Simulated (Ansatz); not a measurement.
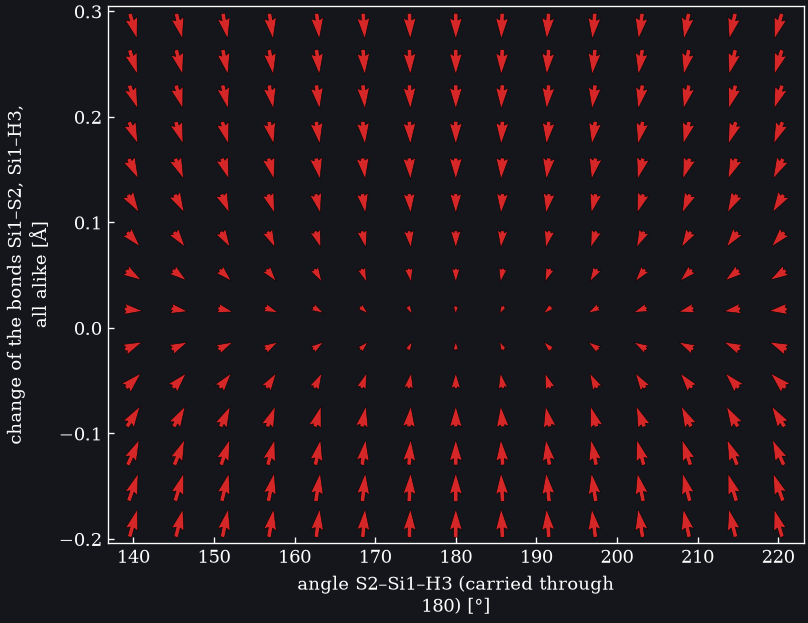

HSSi, SMILES [SiH+]=S, charge +1. 
- First axis: angle S2–Si1–H3 (carried through 180). Second axis: change of the bonds Si1–S2, Si1–H3, all alike.
- Nothing is relaxed (all other coordinates rigid).
- The grid has 15 × 15 points; 120 points were computed and 105 follow by symmetry.
- Points are written as (first, second).
- The restricted reference is unstable at some or all points, so the energies there are unreliable.
- Theory: RHF-MP2, frozen core/def2-TZVP (Ansatz).

In the figure: arrows along the force (downhill), their lengths compressed.

> The arrows alone are given. Where is the energy lowest?

The arrows converge at about (180°, 0.000 Å) (read from the interpolated surface).

The energy map of the same scan:

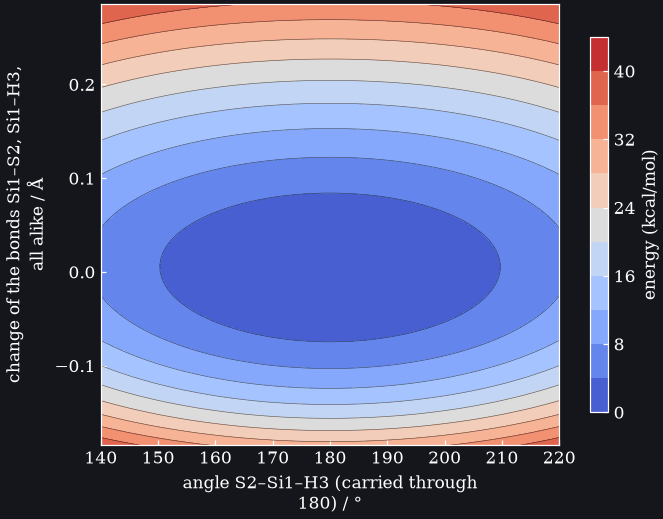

Energies are in kcal/mol, from the relaxed molecule at the same level; between grid points the surface is interpolated.
